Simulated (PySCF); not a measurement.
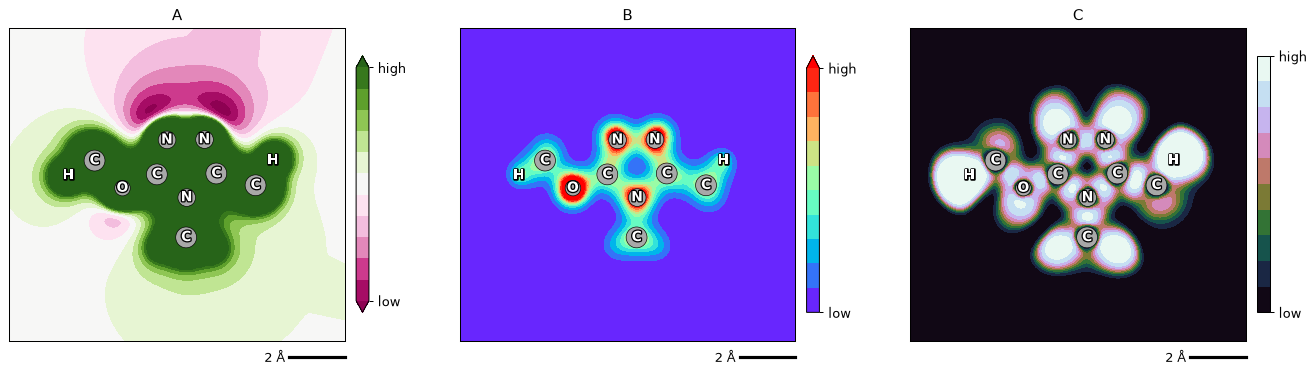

C$_{6}$H$_{11}$N$_{3}$O: 3 fields on the plane of atoms C4, N3 and C8, with unlabelled colour scales. Grey discs cover the atomic cores.

Geometry: GFN2-xTB.

Level of theory: PBE0/pcSseg-1, SCF density, gas phase, non-relativistic in PySCF 2.14.0.

> The panels show electron density, electron localisation function and electrostatic potential in some order. Assign them.

Panel A: electrostatic potential (strongly positive close to the atoms, with negative regions outside electron-rich atoms). Panel B: electron density. Panel C: electron localisation function. From the grid: C–N (1.30 Å): ρ is about 2.7 e/Å³ halfway; the ELF peaks at about 0.90 between the atoms (a covalent bond). C–O (1.34 Å): the density is about 2.5 e/Å³ at the midpoint; the ELF peaks at about 0.90 between the atoms: a shared but strongly polarised pair.
